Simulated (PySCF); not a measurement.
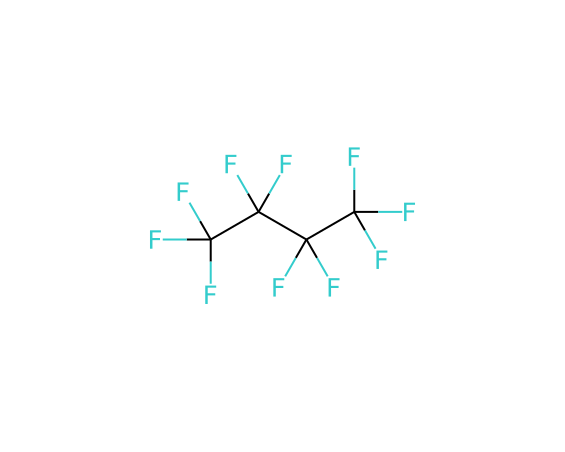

The computed structure is the end point of a GFN2-xTB optimisation. No frequency run is at hand to confirm it as a minimum. Level of theory: PBE0/pcSseg-1, gas phase (PySCF 2.14.0).

Computed properties:

The species is C₄F₁₀ (`FC(F)(F)C(F)(F)C(F)(F)C(F)(F)F`).
- dipole moment: 0.09 D
- HOMO energy (Kohn–Sham orbital): −10.81 eV
- LUMO energy (Kohn–Sham orbital): 0.46 eV
- HOMO–LUMO gap: 11.27 eV
